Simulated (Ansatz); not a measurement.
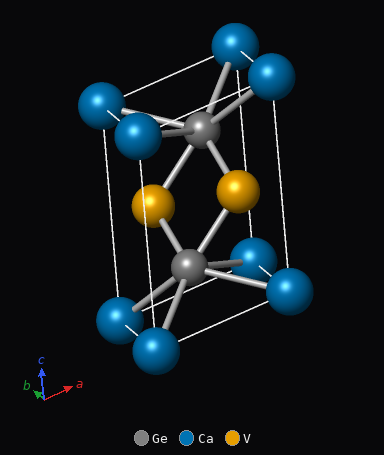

Structure drawing (ball-and-stick), viewed slightly off an axis. The outline marks the simulation cell.

```xyz
5
Lattice="0.0000 4.1898 0.0000 4.1898 0.0000 0.0000 2.0949 2.0949 -5.3989" Properties=species:S:1:pos:R:3 pbc="T T T"
Ge    2.0949    2.0949   -1.2310
Ge    4.1898    4.1898   -4.1680
Ca    0.0000    0.0000    0.0000
V     2.0949    4.1898   -2.6995
V     4.1898    2.0949   -2.6995
```

Level of theory and settings: Ansatz 0.2.0, DFT, PAW plane waves, PBE, spin-orbit, cutoff 420 eV, 6×6×6 k-mesh, Fermi-Dirac smearing of 0.1 eV, spinor wavefunctions.

List the Bader charges.

Ca +1.33 e; V +0.64 e; Ge -1.30 e.

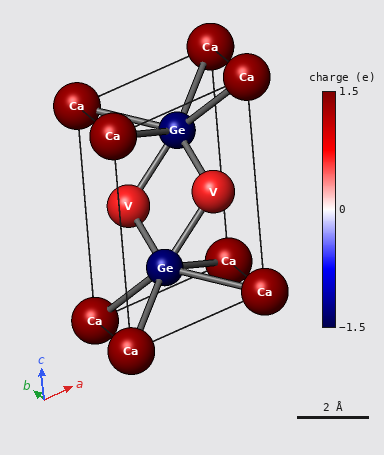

The atoms coloured by those charges.

The structure is a generated cell, made by putting these elements into a known structure type (the compound may or may not exist in this form); no relaxation was done. It was run through Ansatz as a DFT input.

At this level of theory the cell isn't at rest (forces up to 1.0 eV/Å), so its distances can differ from those at equilibrium, the more so the softer the solid.
